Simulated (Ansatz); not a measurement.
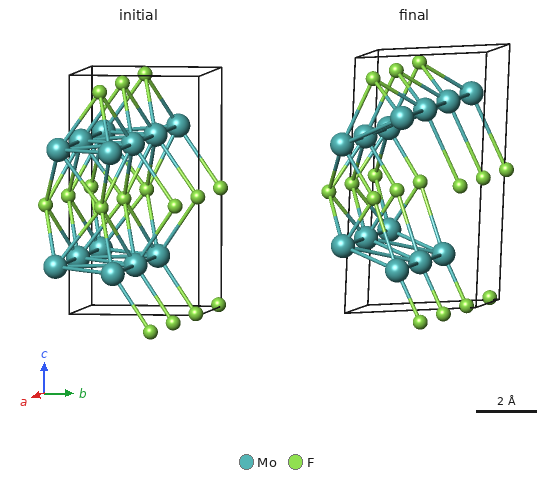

The structure of solid MoF (a generated structure, set up in P1) (coarse preliminary run) before (left) and after (right) a relaxation, at one scale.

Style: ball-and-stick. Shown: the cell of the calculation, repeated 3 × 1 × 1 with one cell outlined, slightly off an axis.

Method: DFT PBE, scalar-relativistic, plane waves, PAW in Ansatz 0.2.0. (plane-wave cutoff 420 eV; k-point mesh 8 × 6 × 4; occupations gaussian; smearing width 0.2 eV; no spin polarisation; cell and atoms relaxed; force threshold 0.025 eV/Å; at most 60 steps)

Q: Describe what moved and what it gained.

A: The run was cut off at its time limit before the relaxation converged, so the last structure is only a point on the way. After 4 geometry steps the energy has fallen by 236 meV per atom. Largest force component: 0.66 eV/Å at the start, 1.6 eV/Å at the end. The pressure goes from 1.52 to 6.23 GPa. The largest move relative to the cell is that of a Mo atom, 0.62 Å along [0 1 1]. Largest moves by element: Mo 0.62 Å, F 0.52 Å. The volume changes by +6.1 %, with a 2.679 → 2.635 Å (−1.6 %), b 4.577 → 4.634 Å (+1.2 %), c 8.104 → 8.691 Å (+7.2 %), α 88.4° → 83.0°, β 90.1° → 89.1°, γ 89.1° → 90.3°. Some distances before and after: F–Mo 2.520 → 3.518 Å, F–Mo 2.614 → 3.520 Å, F–Mo 2.573 → 3.406 Å, F–Mo 2.561 → 3.311 Å. Among the angles between lasting bonds that change: Mo–F–Mo 106.3° → 88.3°, Mo–F–Mo 63.7° → 79.4°, Mo–F–Mo 63.4° → 78.1°. The space group stays P1 (No. 1). The run took 6.4 min on 1 thread of Arm Neoverse V1, with other jobs on the host, peak memory 0.58 GiB.
